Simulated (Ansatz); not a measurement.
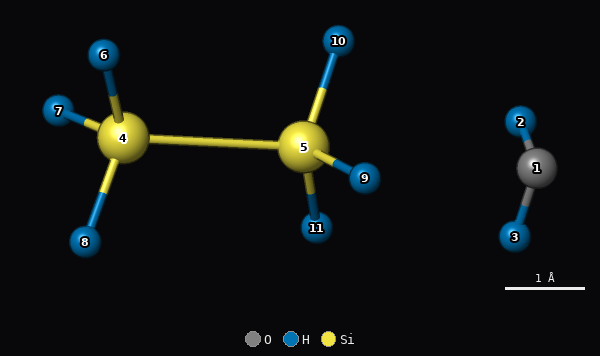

Fig. 1: The structure as given in the input (ball-and-stick view, seen at an oblique angle; atoms are numbered from 1 in the order of the input). Bond lengths as drawn: H–O 0.98 Å, H–Si 1.50 to 1.51 Å and Si–Si 2.36 Å.

# Si$_{2}$H$_{8}$O: geometry relaxation (part 1 of 2)

System: Si$_{2}$H$_{8}$O, SMILES O.[SiH3][SiH3].
Method: RKS PBE0-D4/def2-TZVP (Ansatz 0.2.0).

Figures and captions count atoms from 1; the log counts them from 0 in places.

### The program's output
```
Functional definition: PBE0
  name "PBE0"
  cite "Adamo & Barone, J. Chem. Phys. 110, 6158 (1999) doi:10.1063/1.478522"
  cite "Perdew, Burke & Ernzerhof, Phys. Rev. Lett. 77, 3865 (1996) doi:10.1103/PhysRevLett.77.3865"
  parent pbe
  parameter a = 0.25
  parameter kappa = 0.804
  parameter beta = 0.06672455060314922
  exchange = (1 - a)*pbe_x(kappa = kappa, mu = beta*pi^2/3) + a*exact_x
  correlation = pbe_c(beta = beta)
1039 factors; their error is unknown
mean field evaluation 1: about -17920.4547 eV, gradient 4.9e1 eV
mean field evaluation 2: about -17914.9941 eV, gradient 7.4e1 eV
mean field evaluation 4: about -17924.4933 eV, gradient 1.2e0 eV
mean field evaluation 8: about -17924.5652 eV, gradient 2.8e-1 eV
mean field -17924.56528112 eV, -658.7156243743 hartree, gradient 5.2e-5 eV, S^2 0.000000; 0 other end points of the search recorded, 0 dependent functions left out
the calculation of the forces begins
reference -17924.56531715 eV, -658.7156256984 hartree; 22, 22 occupied and 131, 131 virtual orbitals, 1039 factors
relax step   1: F+E_penalty+E_count = -17924.70829894 eV  Δ(F+E_penalty+E_count) = +0.000e0 eV  max|allowed force component| = 8.640e-1 eV/Å  Δτ_max = 0.0000 Å  (24 SCF iters, accepted)
these checks for a lower state are left out or cut short: starts, cluster_reference, orbital_swaps, neighbouring_geometries, increment
1039 factors; their error is unknown
mean field evaluation 16: about -17924.5002 eV, gradient 4.0e0 eV
mean field -17924.60687195 eV, -658.7171528094 hartree, gradient 1.3e-5 eV, S^2 0.000000; 0 other end points of the search recorded, 0 dependent functions left out
[... from here on the field's lines of each further geometry are left out, up to the last ...]
relax step   2: F+E_penalty+E_count = -17924.74638889 eV  Δ(F+E_penalty+E_count) = -3.809e-2 eV  max|allowed force component| = 4.656e-1 eV/Å  Δτ_max = 0.1943 Å  (28 SCF iters, accepted)
relax step   3: F+E_penalty+E_count = -17924.74936409 eV  Δ(F+E_penalty+E_count) = -2.975e-3 eV  max|allowed force component| = 3.800e-1 eV/Å  Δτ_max = 0.0407 Å  (28 SCF iters, accepted)
relax step   4: F+E_penalty+E_count = -17924.75320234 eV  Δ(F+E_penalty+E_count) = -3.838e-3 eV  max|allowed force component| = 1.536e-1 eV/Å  Δτ_max = 0.0573 Å  (28 SCF iters, accepted)
relax step   5: F+E_penalty+E_count = -17924.75413654 eV  Δ(F+E_penalty+E_count) = -9.342e-4 eV  max|allowed force component| = 8.047e-2 eV/Å  Δτ_max = 0.0551 Å  (28 SCF iters, accepted)
relax step   6: F+E_penalty+E_count = -17924.72317206 eV  Δ(F+E_penalty+E_count) = +3.096e-2 eV  max|allowed force component| = 1.228e0 eV/Å  Δτ_max = 0.1973 Å  (27 SCF iters, rejected (line search))
relax step   7: F+E_penalty+E_count = -17924.75461647 eV  Δ(F+E_penalty+E_count) = -4.799e-4 eV  max|allowed force component| = 3.660e-3 eV/Å  Δτ_max = 0.0342 Å  (28 SCF iters, accepted)
relax step   8: F+E_penalty+E_count = -17924.75302869 eV  Δ(F+E_penalty+E_count) = +1.588e-3 eV  max|allowed force component| = 2.711e-1 eV/Å  Δτ_max = 0.0655 Å  (28 SCF iters, rejected (line search))
relax step   9: F+E_penalty+E_count = -17924.75473642 eV  Δ(F+E_penalty+E_count) = -1.199e-4 eV  max|allowed force component| = 4.711e-2 eV/Å  Δτ_max = 0.0322 Å  (28 SCF iters, accepted)
relax step  10: F+E_penalty+E_count = -17924.75440502 eV  Δ(F+E_penalty+E_count) = +3.314e-4 eV  max|allowed force component| = 7.371e-2 eV/Å  Δτ_max = 0.0205 Å  (29 SCF iters, rejected (line search))
relax step  11: F+E_penalty+E_count = -17924.75488055 eV  Δ(F+E_penalty+E_count) = -1.441e-4 eV  max|allowed force component| = 6.374e-3 eV/Å  Δτ_max = 0.0102 Å  (29 SCF iters, accepted)
relax step  12: F+E_penalty+E_count = -17924.75491022 eV  Δ(F+E_penalty+E_count) = -2.967e-5 eV  max|allowed force component| = 5.302e-3 eV/Å  Δτ_max = 0.0116 Å  (29 SCF iters, accepted)
relax step  13: F+E_penalty+E_count = -17924.75493212 eV  Δ(F+E_penalty+E_count) = -2.190e-5 eV  max|allowed force component| = 2.898e-2 eV/Å  Δτ_max = 0.0244 Å  (27 SCF iters, accepted)
relax step  14: F+E_penalty+E_count = -17924.75494275 eV  Δ(F+E_penalty+E_count) = -1.063e-5 eV  max|allowed force component| = 1.562e-2 eV/Å  Δτ_max = 0.0051 Å  (30 SCF iters, accepted)
relax step  15: F+E_penalty+E_count = -17924.75495073 eV  Δ(F+E_penalty+E_count) = -7.988e-6 eV  max|allowed force component| = 7.955e-3 eV/Å  Δτ_max = 0.0041 Å  (30 SCF iters, accepted)
relax step  16: F+E_penalty+E_count = -17924.75496040 eV  Δ(F+E_penalty+E_count) = -9.666e-6 eV  max|allowed force component| = 5.211e-3 eV/Å  Δτ_max = 0.0117 Å  (29 SCF iters, accepted)
relax step  17: F+E_penalty+E_count = -17924.75496118 eV  Δ(F+E_penalty+E_count) = -7.818e-7 eV  max|allowed force component| = 9.502e-3 eV/Å  Δτ_max = 0.0171 Å  (29 SCF iters, accepted)
relax step  18: F+E_penalty+E_count = -17924.75496889 eV  Δ(F+E_penalty+E_count) = -7.704e-6 eV  max|allowed force component| = 1.533e-2 eV/Å  Δτ_max = 0.0102 Å  (29 SCF iters, accepted)
relax step  19: F+E_penalty+E_count = -17924.75497794 eV  Δ(F+E_penalty+E_count) = -9.052e-6 eV  max|allowed force component| = 6.627e-3 eV/Å  Δτ_max = 0.0039 Å  (30 SCF iters, accepted)
relax step  20: F+E_penalty+E_count = -17924.75496852 eV  Δ(F+E_penalty+E_count) = +9.417e-6 eV  max|allowed force component| = 1.465e-2 eV/Å  Δτ_max = 0.0155 Å  (29 SCF iters, rejected (line search))
relax step  21: F+E_penalty+E_count = -17924.75498705 eV  Δ(F+E_penalty+E_count) = -9.111e-6 eV  max|allowed force component| = 2.551e-3 eV/Å  Δτ_max = 0.0076 Å  (30 SCF iters, accepted)
relax step  22: F+E_penalty+E_count = -17924.75499376 eV  Δ(F+E_penalty+E_count) = -6.708e-6 eV  max|allowed force component| = 2.852e-2 eV/Å  Δτ_max = 0.0320 Å  (28 SCF iters, accepted)
relax step  23: F+E_penalty+E_count = -17924.75500628 eV  Δ(F+E_penalty+E_count) = -1.252e-5 eV  max|allowed force component| = 1.223e-2 eV/Å  Δτ_max = 0.0064 Å  (30 SCF iters, accepted)
relax step  24: F+E_penalty+E_count = -17924.75501076 eV  Δ(F+E_penalty+E_count) = -4.488e-6 eV  max|allowed force component| = 9.585e-3 eV/Å  Δτ_max = 0.0045 Å  (29 SCF iters, accepted)
relax step  25: F+E_penalty+E_count = -17924.75502197 eV  Δ(F+E_penalty+E_count) = -1.121e-5 eV  max|allowed force component| = 2.033e-2 eV/Å  Δτ_max = 0.0235 Å  (28 SCF iters, accepted)
relax step  26: F+E_penalty+E_count = -17924.75502899 eV  Δ(F+E_penalty+E_count) = -7.017e-6 eV  max|allowed force component| = 1.617e-2 eV/Å  Δτ_max = 0.0047 Å  (30 SCF iters, accepted)
relax step  27: F+E_penalty+E_count = -17924.75504313 eV  Δ(F+E_penalty+E_count) = -1.414e-5 eV  max|allowed force component| = 6.097e-3 eV/Å  Δτ_max = 0.0209 Å  (29 SCF iters, accepted)
relax step  28: F+E_penalty+E_count = -17924.75504847 eV  Δ(F+E_penalty+E_count) = -5.348e-6 eV  max|allowed force component| = 2.654e-2 eV/Å  Δτ_max = 0.0255 Å  (28 SCF iters, accepted)
relax step  29: F+E_penalty+E_count = -17924.75506282 eV  Δ(F+E_penalty+E_count) = -1.435e-5 eV  max|allowed force component| = 4.634e-3 eV/Å  Δτ_max = 0.0063 Å  (30 SCF iters, accepted)
the calculation of the forces begins
reference -17924.61519885 eV, -658.7174588173 hartree; 22, 22 occupied and 131, 131 virtual orbitals, 1039 factors
relax step  30: F+E_penalty+E_count = -17924.75506884 eV  Δ(F+E_penalty+E_count) = -6.025e-6 eV  max|allowed force component| = 4.120e-3 eV/Å  Δτ_max = 0.0082 Å  (29 SCF iters, accepted)
1039 factors; their error is unknown
mean field evaluation 224: about -17924.5452 eV, gradient 1.1e0 eV
```

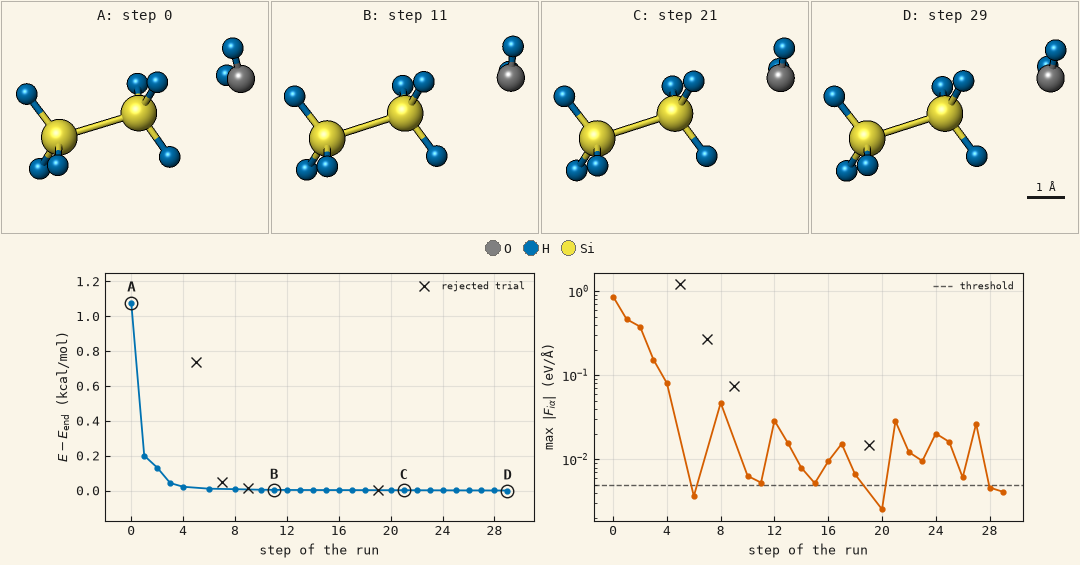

Fig. 2: Frames of the relaxation (ball-and-stick view, seen at a tilt) above the curves, on which the letters mark them (the first geometry is step 0 here and step 1 in the log).

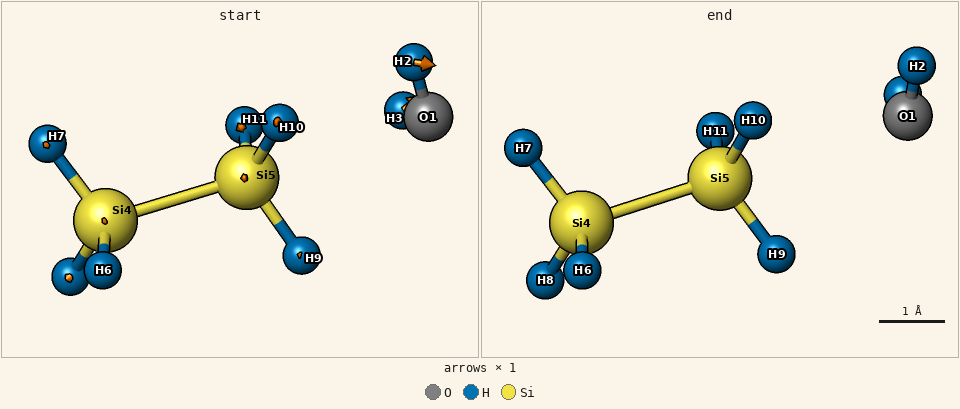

Fig. 3: Before (left) and after (right) the relaxation, at one scale (ball-and-stick view, seen at a tilt). The orange arrows give the displacements, at true length. Over 29 geometry steps the energy falls by 1.08 kcal/mol. The largest force component goes from 0.86 to 0.0041 eV/Å. The line search rejected the trial steps at points 5, 7, 9, 19 (counted from 0) and went back. The atom that moves furthest after the best rigid fit is H3 (0.40 Å). Largest moves by element: H 0.40 Å, Si 0.12 Å, O 0.04 Å. Among the contacts that change: Si4–H6 1.507 → 1.489 Å, Si5–H10 1.504 → 1.487 Å, Si5–H9 1.500 → 1.483 Å, Si4–Si5 2.358 → 2.342 Å. Among the angles that change: H2–O1–H3 102.2° → 105.2°. (Atoms are counted from 1 in the order of the input.)

```
mean field -17924.61516226 eV, -658.7174574727 hartree, gradient 6.9e-5 eV, S^2 0.000000; 1 other end points of the search recorded, 0 dependent functions left out
the calculation of the forces begins
reference -17924.61519885 eV, -658.7174588172 hartree; 22, 22 occupied and 131, 131 virtual orbitals, 1039 factors
Total energy: -17924.75510543 eV, -658.7226002892 hartree
Atom 0 at    -0.821611     0.062404    -3.030342 Å, force     0.003405    -0.002072    -0.003023 eV/Å
Atom 1 at    -1.132173    -0.832063    -3.189328 Å, force     0.000613     0.002440     0.000585 eV/Å
Atom 2 at     0.014668     0.125160    -3.497861 Å, force    -0.004120    -0.000607     0.002394 eV/Å
Atom 3 at     0.520979     0.080551     2.335390 Å, force    -0.001383    -0.000334     0.001304 eV/Å
Atom 4 at    -0.048943     0.086927     0.063557 Å, force     0.001802     0.000492    -0.000849 eV/Å
Atom 5 at    -0.693267     0.219316     3.185888 Å, force    -0.000034    -0.000076     0.000297 eV/Å
Atom 6 at     1.202451    -1.190955     2.705215 Å, force     0.000098    -0.000135    -0.000719 eV/Å
Atom 7 at     1.440965     1.207602     2.652718 Å, force    -0.000211     0.000125    -0.000809 eV/Å
Atom 8 at    -0.725385     1.362595    -0.276838 Å, force    -0.000010     0.000104     0.000502 eV/Å
Atom 9 at    -0.952274    -1.061710    -0.209211 Å, force     0.000133     0.000041     0.000721 eV/Å
Atom 10 at     1.194491    -0.059828    -0.739088 Å, force    -0.000292     0.000021    -0.000403 eV/Å
Dipole moment:     0.128516    -0.272425    -0.386301 e Å
```

### Trajectory as extended XYZ (Å, eV, eV/Å), 30 frames, from step=1 to step=30
```
11
Properties=species:S:1:pos:R:3:forces:R:3 step=1 energy=-17924.70830
O    -0.8605    0.0629   -3.0146    0.8640  -0.7106  -0.0900
H    -0.8550   -0.9110   -2.9575   -0.1754   0.6808  -0.0469
H     0.0857    0.2670   -3.1367   -0.7066   0.0162   0.0536
Si    0.5280    0.0746    2.2527    0.0494  -0.0011   0.1605
Si   -0.1417    0.0772   -0.0086   -0.0093   0.0085   0.0136
H    -0.6620    0.2354    3.1631    0.2486  -0.0332  -0.1955
H     1.2194   -1.2175    2.6050   -0.1443   0.2711  -0.0744
H     1.4828    1.2095    2.5210   -0.1969  -0.2419  -0.0556
H    -0.7733    1.3979   -0.3372    0.1261  -0.2890   0.0470
H    -1.1076   -1.0544   -0.2298    0.1957   0.2466   0.0202
H     1.0842   -0.1418   -0.8574   -0.2513   0.0525   0.1674
11
Properties=species:S:1:pos:R:3:forces:R:3 step=2 energy=-17924.74639
O    -0.8790    0.0394   -3.1421    0.4656  -0.3795  -0.0858
H    -0.8859   -0.9277   -3.1485   -0.1404   0.3054   0.0277
H     0.0470    0.2499   -3.3260   -0.3258   0.0724   0.0618
Si    0.5399    0.0763    2.3145   -0.0028   0.0180   0.0803
Si   -0.1284    0.0900    0.0724    0.0258  -0.0489  -0.0747
H    -0.6430    0.2353    3.2108    0.0698  -0.0070  -0.0303
H     1.2231   -1.2060    2.6578   -0.0391   0.0659  -0.0242
H     1.4877    1.1991    2.5782   -0.0464  -0.0600  -0.0037
H    -0.7579    1.3922   -0.2716    0.0219  -0.0514   0.0143
H    -1.0866   -1.0258   -0.1704    0.0419   0.0627   0.0080
H     1.0831   -0.1227   -0.7750   -0.0706   0.0225   0.0266
11
Properties=species:S:1:pos:R:3:forces:R:3 step=3 energy=-17924.74936
O    -0.8682    0.0351   -3.1031    0.3800  -0.2981  -0.1350
H    -0.8975   -0.9276   -3.1726   -0.1097   0.2402   0.0500
H     0.0389    0.2487   -3.3580   -0.2750   0.0576   0.0835
Si    0.5344    0.0804    2.3192    0.0154  -0.0085   0.0045
Si   -0.1190    0.0863    0.0745   -0.0178   0.0011  -0.0642
H    -0.6388    0.2375    3.2195   -0.0220   0.0028   0.0039
H     1.2138   -1.1993    2.6555    0.0125  -0.0222   0.0158
H     1.4812    1.1957    2.5867    0.0174   0.0168   0.0068
H    -0.7500    1.3833   -0.2678   -0.0144   0.0289   0.0002
H    -1.0768   -1.0217   -0.1732   -0.0110  -0.0187   0.0134
H     1.0818   -0.1184   -0.7805    0.0244   0.0002   0.0212
11
Properties=species:S:1:pos:R:3:forces:R:3 step=4 energy=-17924.75320
O    -0.8486    0.0245   -3.0503   -0.1315  -0.0131   0.0493
H    -0.9145   -0.9238   -3.1783   -0.0306  -0.0540   0.0009
H     0.0187    0.2571   -3.3813    0.1536   0.0684  -0.0588
Si    0.5315    0.0800    2.3138    0.0075  -0.0001   0.0169
Si   -0.1128    0.0869    0.0666    0.0017  -0.0151  -0.0488
H    -0.6484    0.2416    3.2060   -0.0077   0.0020   0.0088
H     1.2056   -1.2014    2.6584    0.0051  -0.0096   0.0102
H     1.4805    1.1934    2.5872    0.0079   0.0064   0.0085
H    -0.7466    1.3841   -0.2718   -0.0101   0.0139  -0.0045
H    -1.0642   -1.0283   -0.1766   -0.0064  -0.0032   0.0049
H     1.0988   -0.1143   -0.7736    0.0104   0.0045   0.0125
11
Properties=species:S:1:pos:R:3:forces:R:3 step=5 energy=-17924.75414
O    -0.8583    0.0295   -3.0433   -0.0740  -0.0190   0.0360
H    -0.9257   -0.9207   -3.1615   -0.0111  -0.0142  -0.0029
H    -0.0125    0.2686   -3.4253    0.0805   0.0314  -0.0384
Si    0.5273    0.0804    2.3193    0.0005  -0.0016  -0.0080
Si   -0.0953    0.0814    0.0619   -0.0080   0.0046   0.0127
H    -0.6605    0.2462    3.2005   -0.0073   0.0018   0.0042
H     1.1963   -1.2008    2.6761    0.0027  -0.0066   0.0057
H     1.4755    1.1928    2.6008    0.0048   0.0047   0.0041
H    -0.7308    1.3767   -0.2829   -0.0020   0.0040  -0.0026
H    -1.0428   -1.0368   -0.1839    0.0003  -0.0037  -0.0024
H     1.1267   -0.1172   -0.7616    0.0136  -0.0015  -0.0084
11
Properties=species:S:1:pos:R:3:forces:R:3 step=6 energy=-17924.72317 accepted=F
O    -0.8668    0.0324   -2.9889    1.2048   0.3787  -0.9804
H    -0.9655   -0.9136   -3.1348    0.0221   0.0809  -0.0101
H    -0.1194    0.3039   -3.5873   -1.2281  -0.4678   0.9862
Si    0.5151    0.0802    2.3388   -0.0238  -0.0005  -0.0721
Si   -0.0425    0.0696    0.0523   -0.0079   0.0272   0.1338
H    -0.6989    0.2596    3.1845    0.0192  -0.0024  -0.0159
H     1.1676   -1.2012    2.7329   -0.0158   0.0210  -0.0155
H     1.4614    1.1900    2.6447   -0.0131  -0.0106  -0.0043
H    -0.6828    1.3595   -0.3111    0.0243  -0.0276   0.0159
H    -0.9773   -1.0582   -0.2046    0.0210   0.0073  -0.0106
H     1.2088   -0.1220   -0.7265   -0.0028  -0.0063  -0.0268
11
Properties=species:S:1:pos:R:3:forces:R:3 step=7 energy=-17924.75462
O    -0.8563    0.0282   -3.0305    0.0015  -0.0026  -0.0008
H    -0.9525   -0.9149   -3.1821   -0.0037   0.0002  -0.0018
H    -0.0240    0.2653   -3.4463   -0.0014   0.0017  -0.0016
Si    0.5257    0.0812    2.3237    0.0007   0.0017   0.0003
Si   -0.0840    0.0803    0.0628    0.0013  -0.0032   0.0036
H    -0.6678    0.2524    3.1970   -0.0012   0.0003   0.0010
H     1.1886   -1.2013    2.6889   -0.0003  -0.0007   0.0018
H     1.4754    1.1915    2.6106    0.0011   0.0007   0.0032
H    -0.7273    1.3716   -0.2833   -0.0006   0.0011  -0.0009
H    -1.0221   -1.0452   -0.1859    0.0004   0.0002  -0.0030
H     1.1441   -0.1093   -0.7549    0.0022   0.0006  -0.0018
11
Properties=species:S:1:pos:R:3:forces:R:3 step=8 energy=-17924.75303 accepted=F
O    -0.8499    0.0268   -3.0049    0.2498  -0.1625  -0.2444
H    -1.0053   -0.9012   -3.2183    0.0195   0.2227   0.0651
H    -0.0534    0.2617   -3.4996   -0.2711  -0.0596   0.1765
Si    0.5218    0.0855    2.3345    0.0031  -0.0178   0.0109
Si   -0.0596    0.0736    0.0646    0.0078   0.0101  -0.0063
H    -0.6827    0.2644    3.1932    0.0135  -0.0015  -0.0134
H     1.1736   -1.1999    2.7142   -0.0065   0.0163   0.0005
H     1.4737    1.1917    2.6346   -0.0117  -0.0088  -0.0080
H    -0.7159    1.3587   -0.2835    0.0051  -0.0106  -0.0027
H    -0.9828   -1.0629   -0.1937    0.0109   0.0103   0.0069
H     1.1804   -0.0986   -0.7409   -0.0205   0.0014   0.0148
11
Properties=species:S:1:pos:R:3:forces:R:3 step=9 energy=-17924.75474
O    -0.8609    0.0289   -3.0328    0.0457  -0.0385  -0.0340
H    -0.9766   -0.9099   -3.2027    0.0005   0.0471   0.0102
H    -0.0368    0.2620   -3.4691   -0.0467  -0.0086   0.0240
Si    0.5257    0.0813    2.3314   -0.0078   0.0094   0.0014
Si   -0.0721    0.0791    0.0663    0.0062  -0.0111  -0.0010
H    -0.6744    0.2564    3.1954    0.0038  -0.0012  -0.0007
H     1.1843   -1.2008    2.7067   -0.0030   0.0032  -0.0065
H     1.4741    1.1916    2.6236   -0.0010  -0.0025   0.0008
H    -0.7210    1.3665   -0.2849    0.0035  -0.0012   0.0071
H    -1.0034   -1.0511   -0.1879    0.0027   0.0021   0.0000
H     1.1611   -0.1041   -0.7458   -0.0039   0.0012  -0.0013
11
Properties=species:S:1:pos:R:3:forces:R:3 step=10 energy=-17924.75440 accepted=F
O    -0.8611    0.0286   -3.0295    0.0737  -0.0429  -0.0558
H    -0.9922   -0.9055   -3.2148    0.0005   0.0564   0.0151
H    -0.0476    0.2614   -3.4866   -0.0737  -0.0135   0.0422
Si    0.5216    0.0868    2.3369    0.0210  -0.0346  -0.0169
Si   -0.0604    0.0725    0.0670   -0.0220   0.0331   0.0113
H    -0.6801    0.2600    3.1991   -0.0006   0.0014  -0.0133
H     1.1780   -1.1975    2.7086    0.0014   0.0049   0.0164
H     1.4712    1.1947    2.6343   -0.0047   0.0002  -0.0040
H    -0.7106    1.3614   -0.2765   -0.0019  -0.0049  -0.0164
H    -0.9909   -1.0574   -0.1909    0.0048   0.0013   0.0059
H     1.1719   -0.1051   -0.7475    0.0015  -0.0013   0.0155
```
